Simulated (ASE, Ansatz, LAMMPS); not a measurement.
# Structural relaxation of Σ7 (111) twist boundary in a CdSe-CdTe solid solution (84 atoms), part 2 of 3

How does Σ7 (111) twist boundary in a CdSe-CdTe solid solution (84 atoms) relax, and what do bonds and levels look like afterwards?

Ansatz 0.2.0; Kohn-Sham DFT, PBE, PAW (set soft_2, large core), plane waves.

The cell: 42 Cd, 27 Se and 15 Te. The host structure and its lattice constant were typed by rule, without a check against the phase diagram. The Brillouin zone is sampled at Γ only, in a cell whose shortest periodic width is 10 Å. Spin–orbit coupling is left out.

So far. Step 3 (Single point at the start): Neighbours are counted within 3.12 Å (Cd-Se), 3.33 Å (Cd-Te).

### 4. Relaxation

The atoms are relaxed in the fixed cell, aiming at the force tolerance of the input.

input.yaml reads:

```yaml
crystal:
  lattice:
    - [11.63132, 0.0, 0.0]
    - [5.81566, 10.07302, 0.0]
    - [0.0, 0.0, 21.36885]
  atoms:
    [... the 84 atom lines of step 3 ...]
kpoints:
  mp_grid: { grid: [1, 1, 1] }
hamiltonian:
  xc: pbe
  pseudopotentials: { kind: paw, core: large }
scf:
  occupations: { method: fermi_dirac, width: 0.025 }
output:
  forces: true
relax:
  f_tol: 0.03
  max_steps: 52
```

Run with:

```
> ansatz run input.yaml --threads 4 --pin off --max-ram 8192MiB --backend cpu --events-out ev --progress --plain --runs-dir out
```

Numbers of over 12 decimals in the logs are rounded to 6 here.

Log:

```text
[...]
Crystal: 84 atoms, lattice volume = 2503.628 Å³
Basis set: ecut = 420 eV, 49013 PW (Γ), exchange–correlation on 160×160×288 points (8 copies of the dense FFT grid, shifted against one another)
Bands: 656, of which v1, the nominal top of the filled ones, is band 546 counted from 1 (545 counted from 0)
Symmetry: 1 space group operations
[...]
k-points: 1
[...]
SCF iter   1: F=—  HF=-490520.043590 eV  |F-HF|=—  |Δ(HF+E_count)|=         —  Δρ=2.24e-2  dr2=3.18e1  ethr=3.10e-3  ⟨swp⟩=7.0  Hψ=2427  notcnv=0  defer=63
[...]
SCF iter  11: F=-490514.390051 eV  HF=-490514.390056 eV  |F-HF|=4.67e-6  |Δ(HF+E_count)|=   1.09e-5  Δρ=1.23e-5  dr2=9.31e-6  ethr=2.06e-9  ⟨swp⟩=5.0  Hψ=2183  notcnv=0
SCF 1 converged in 11 iterations: F = -490514.390051 eV  dr2 = 9.31e-6
[...]
relax step   1: F+E_penalty+E_count = -490514.39005100 eV  Δ(F+E_penalty+E_count) = +0.000e0 eV  max|allowed force component| = 8.156e-1 eV/Å  Δτ_max = 0.0000 Å  (11 SCF iters, dr2 threshold 2.25e-5 eV, accepted)
[...]
relax step   2: F+E_penalty+E_count = -490514.95871976 eV  Δ(F+E_penalty+E_count) = -5.687e-1 eV  max|allowed force component| = 3.830e-1 eV/Å  Δτ_max = 0.1955 Å  (7 SCF iters, dr2 threshold 4.16e-5 eV, accepted)
[...]
relax step   3: F+E_penalty+E_count = -490515.13715227 eV  Δ(F+E_penalty+E_count) = -1.784e-1 eV  max|allowed force component| = 1.364e-1 eV/Å  Δτ_max = 0.0836 Å  (7 SCF iters, dr2 threshold 9.17e-6 eV, accepted)
relax step   4: F+E_penalty+E_count = -490515.22305068 eV  Δ(F+E_penalty+E_count) = -8.590e-2 eV  max|allowed force component| = 2.263e-1 eV/Å  Δτ_max = 0.2000 Å  (8 SCF iters, dr2 threshold 2.36e-6 eV, accepted)
relax step   5: F+E_penalty+E_count = -490515.30139876 eV  Δ(F+E_penalty+E_count) = -7.835e-2 eV  max|allowed force component| = 2.085e-1 eV/Å  Δτ_max = 0.1904 Å  (6 SCF iters, dr2 threshold 6.49e-6 eV, accepted)
relax step   6: F+E_penalty+E_count = -490515.35049330 eV  Δ(F+E_penalty+E_count) = -4.909e-2 eV  max|allowed force component| = 4.132e-1 eV/Å  Δτ_max = 0.1825 Å  (6 SCF iters, dr2 threshold 3.69e-5 eV, accepted)
relax step   7: F+E_penalty+E_count = -490515.44513219 eV  Δ(F+E_penalty+E_count) = -9.464e-2 eV  max|allowed force component| = 1.783e-1 eV/Å  Δτ_max = 0.1984 Å  (5 SCF iters, dr2 threshold 1.00e-4 eV, accepted)
relax step   8: F+E_penalty+E_count = -490515.51107107 eV  Δ(F+E_penalty+E_count) = -6.594e-2 eV  max|allowed force component| = 1.145e-1 eV/Å  Δτ_max = 0.2000 Å  (7 SCF iters, dr2 threshold 5.92e-6 eV, accepted)
relax step   9: F+E_penalty+E_count = -490515.53622560 eV  Δ(F+E_penalty+E_count) = -2.515e-2 eV  max|allowed force component| = 1.155e-1 eV/Å  Δτ_max = 0.1476 Å  (7 SCF iters, dr2 threshold 2.44e-6 eV, accepted)
relax step  10: F+E_penalty+E_count = -490515.56268168 eV  Δ(F+E_penalty+E_count) = -2.646e-2 eV  max|allowed force component| = 6.999e-2 eV/Å  Δτ_max = 0.1112 Å  (6 SCF iters, dr2 threshold 5.50e-6 eV, accepted)
relax step  11: F+E_penalty+E_count = -490515.57552623 eV  Δ(F+E_penalty+E_count) = -1.284e-2 eV  max|allowed force component| = 6.607e-2 eV/Å  Δτ_max = 0.0500 Å  (6 SCF iters, dr2 threshold 1.80e-6 eV, accepted)
relax step  12: F+E_penalty+E_count = -490515.58181978 eV  Δ(F+E_penalty+E_count) = -6.294e-3 eV  max|allowed force component| = 2.639e-2 eV/Å  Δτ_max = 0.0673 Å  (6 SCF iters, dr2 threshold 1.60e-6 eV, accepted)
relax step  13: F+E_penalty+E_count = -490515.58181997 eV  Δ(F+E_penalty+E_count) = -1.904e-7 eV  max|allowed force component| = 2.638e-2 eV/Å  Δτ_max = 0.0000 Å  (3 SCF iters, accepted)
relax step  14: F+E_penalty+E_count = -490515.58291181 eV  Δ(F+E_penalty+E_count) = -1.092e-3 eV  max|allowed force component| = 3.041e-2 eV/Å  Δτ_max = 0.0305 Å  (7 SCF iters, accepted)
relax step  15: F+E_penalty+E_count = -490515.58337160 eV  Δ(F+E_penalty+E_count) = -4.598e-4 eV  max|allowed force component| = 1.094e-2 eV/Å  Δτ_max = 0.0158 Å  (5 SCF iters, dr2 threshold 9.24e-7 eV, accepted)
[...]
relax step  16: F+E_penalty+E_count = -490515.58337164 eV  Δ(F+E_penalty+E_count) = -4.133e-8 eV  max|allowed force component| = 1.093e-2 eV/Å  Δτ_max = 0.0000 Å  (2 SCF iters, accepted)
SCF converged after 2 iterations
Free energy (F): -490515.583372 eV
[...]
Internal energy: -490515.582783 eV  (E = F + TS)
E sigma→0 (E₀):  -490515.583077 eV
Entropy (-TS):   -0.000589 eV (-0.007 meV/atom)
Fermi energy:    6.793476 eV
[...]
--- Forces (eV/Å), atoms counted from 1 ---
  atom   1  Cd     0.00126030     0.00034770     0.00162309
  atom   2  Se     0.00875288     0.01006723    -0.00002395
  atom   3  Cd     0.00156994     0.00187601     0.00421404
  atom   4  Se     0.00099546    -0.00180828    -0.00303849
  atom   5  Cd    -0.00079920     0.00091888     0.00035976
  atom   6  Se    -0.00542322    -0.00409281    -0.00471834
  atom   7  Cd     0.00139954     0.00393204     0.00443245
  atom   8  Te    -0.00067314    -0.00114085    -0.00406714
  atom   9  Cd     0.00291308    -0.00036616    -0.00397281
  atom  10  Te    -0.00007108     0.00150866     0.00329094
  atom  11  Cd     0.00158953    -0.00327347     0.00097384
  atom  12  Se    -0.00073963     0.00001741    -0.00173407
  atom  13  Cd     0.00026471    -0.00004487     0.00109774
  atom  14  Se     0.00046563    -0.00277587    -0.00019809
[...]
atom  83  Cd    -0.00289315    -0.00008953     0.00268711
  atom  84  Te    -0.00427066    -0.00497996    -0.00678907
  max |Σ_I F_I| component: 3.04e-5 eV/Å
--- Relaxed structure (16 steps of the walk, 16 accepted, 0 SCFs on fresh bases) ---
  F+E_penalty+E_count = -490515.58337164 eV   max|allowed force component| = 1.093e-2 eV/Å
  atoms:
    - { symbol: Cd, position: [0.566378, 0.355647, 0.449568] }
    - { symbol: Se, position: [0.553757, 0.357283, 0.069150] }
    - { symbol: Cd, position: [0.708567, 0.121156, 0.119913] }
    - { symbol: Se, position: [0.726420, 0.117652, 0.242581] }
[...]
- { symbol: Te, position: [0.477203, 0.299957, 0.908589] }
```

Elapsed: 11 min, on 4 threads of Arm Neoverse V1, shared host; peak memory 4 GiB; 43 min of CPU time.

Step by step:

```csv
step,energy less that of the first step (eV),largest force component (eV/Å)
1,0.0000,0.8156
2,-0.5687,0.3830
3,-0.7471,0.1364
4,-0.8330,0.2263
5,-0.9113,0.2085
6,-0.9604,0.4132
7,-1.0551,0.1783
8,-1.1210,0.1145
9,-1.1462,0.1155
10,-1.1726,0.0700
11,-1.1855,0.0661
12,-1.1918,0.0264
13,-1.1918,0.0264
14,-1.1929,0.0304
15,-1.1933,0.0109
16,-1.1933,0.0109
```

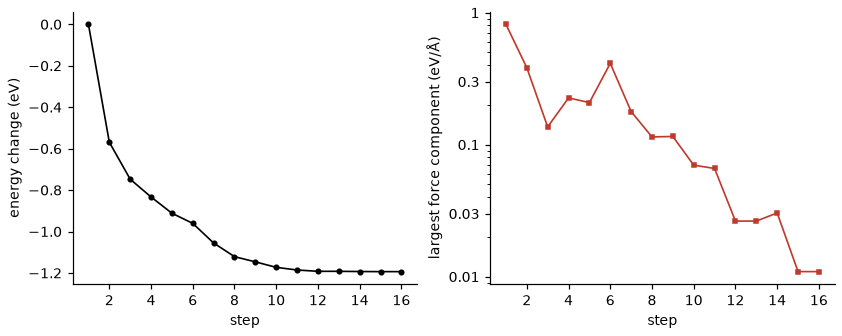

Energy and largest force along the relaxation.

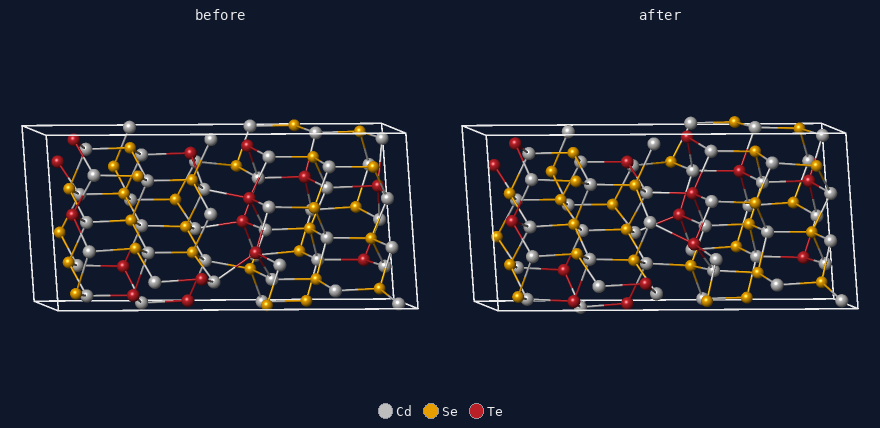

The structure before and after the relaxation, drawn at the same scale.

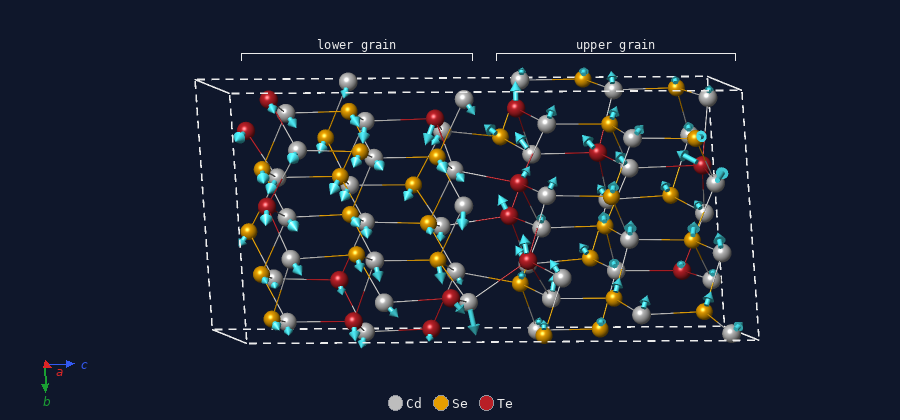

Displacements in the relaxation, exaggerated; the longest in the cell stands for 0.83 Å. Some periodic images of atoms are drawn too.

The atoms that moved most (Å):

```csv
atom,dx,dy,dz,length
Cd67,-0.739,-0.257,0.285,0.833
Te84,-0.462,-0.270,-0.484,0.722
Cd17,-0.081,0.697,0.165,0.721
Se2,0.539,0.256,-0.036,0.598
Te16,0.137,0.519,-0.215,0.578
Cd79,-0.210,-0.426,-0.300,0.562
Te20,0.419,0.355,-0.076,0.554
Te10,0.449,0.190,-0.263,0.554
```

The relaxation changed the energy by -14.2 meV/atom, and atoms moved by 0.42 Å r.m.s., 0.83 Å at most.

### 5. Local order after relaxation

Bonds before and after, by the cutoffs listed below:

```csv
pair,bonds before,bonds after,mean before (Å),mean after (Å),spread before (Å),spread after (Å)
Cd-Se,107,108,2.647,2.660,0.037,0.032
Cd-Te,59,60,2.818,2.821,0.078,0.034
```

Density 5.82 g/cm³, 29.81 Å³ an atom.

g(r), total and by pair (bins of 0.2 Å):

```csv
r (Å),total,Cd-Cd,Cd-Se,Cd-Te,Se-Se,Se-Te,Te-Te
2.60,3.94,0.00,12.25,0.00,0.00,0.00,0.00
2.80,2.41,0.00,1.17,11.35,0.00,0.00,0.00
3.00,0.10,0.00,0.00,0.56,0.00,0.00,0.00
3.20,0.00,0.00,0.00,0.00,0.00,0.00,0.00
3.40,0.00,0.00,0.00,0.00,0.00,0.00,0.00
3.60,0.11,0.17,0.00,0.24,0.00,0.18,0.00
3.80,0.29,0.39,0.06,0.11,0.20,1.01,0.60
4.00,0.36,0.76,0.05,0.20,0.49,0.62,0.00
4.20,1.76,3.81,0.19,0.35,3.50,2.50,0.99
4.40,3.25,5.49,0.18,0.65,8.06,6.25,4.99
4.60,1.65,2.65,0.29,0.38,1.84,4.25,4.63
4.80,0.69,0.94,0.80,0.54,0.23,0.33,1.17
5.00,1.52,0.59,2.81,2.21,0.22,0.30,0.69
5.20,1.83,0.21,3.58,3.15,0.00,0.46,0.34
5.40,1.01,0.00,1.94,2.12,0.00,0.00,0.00
5.60,0.20,0.07,0.42,0.15,0.09,0.08,0.00
5.80,0.30,0.47,0.15,0.23,0.48,0.30,0.27
6.00,0.48,0.72,0.24,0.39,0.83,0.41,0.49
6.20,0.61,0.85,0.18,0.41,0.86,1.41,0.47
6.40,0.75,1.02,0.56,0.69,0.54,0.77,1.52
6.60,1.09,0.34,1.73,1.52,0.82,0.68,0.61
6.80,1.38,0.25,2.65,2.37,0.18,0.16,0.19
7.00,0.70,0.32,1.12,1.19,0.16,0.15,0.37
7.20,0.66,0.83,0.37,0.74,0.74,0.76,1.37
7.40,1.15,2.27,0.13,0.46,1.88,1.87,1.46
7.60,1.61,2.70,0.35,0.24,3.22,3.28,2.45
7.80,1.56,2.16,0.92,0.80,2.53,2.48,1.31
```

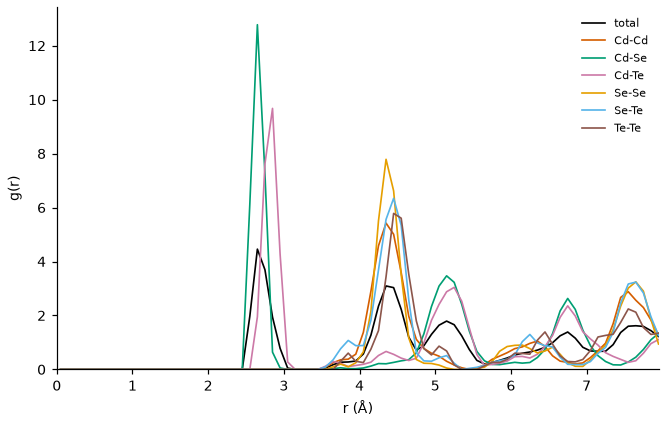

Pair distribution functions, lightly smoothed.

Bonds by pair of elements; cutoffs follow the first minimum of g(r), held within bounds set by covalent radii, and pairs that aren't listed don't count as bonded:

```csv
pair A-B,cutoff (Å),bonds,mean length (Å),spread (Å),shortest (Å),B about A,A about B
Cd-Se,3.12,108,2.66,0.032,2.61,2.57,4
Cd-Te,3.3,60,2.82,0.034,2.77,1.43,4
```

How many atoms have how many bonded neighbours:

```csv
element,mean,4
Cd,4,42
Se,4,27
Te,4,15
```

Bond angles (no mean is given where the spread exceeds 20°):

```csv
angle,count,mean (°),spread (°)
Cd-Se-Cd,162,109,7
Se-Cd-Te,124,108,9.6
Se-Cd-Se,100,111,6.2
Cd-Te-Cd,90,109,9.6
Te-Cd-Te,28,108,8.8
```

Rings of the network by King's shortest-path rule, up to 12 atoms, one path for each pair of neighbours; H, halogens, alkali and alkaline-earth atoms are left out, and the last column divides by all other atoms, bonded or not:

```csv
ring size (atoms),rings,per network atom
6,160,1.91
```

With the cutoffs above, all Cd atoms have 4, all Se atoms have 4 and all Te atoms have 4 bonded neighbours. The Cd-Se-Cd angle averages 109° with a spread of 7°. All rings counted have 6 atoms.

(Part 2 of 3 ends here.)

[Logs are printed without paths, hosts, clocks, repeated set-up lines and the standing remarks that a program may print on its own settings, such as how far it seeks lower states.]

[Hosts, paths, dates, database ids (printed as entryN), source tags and the programs' standing remarks are cut or masked in the printed files.]
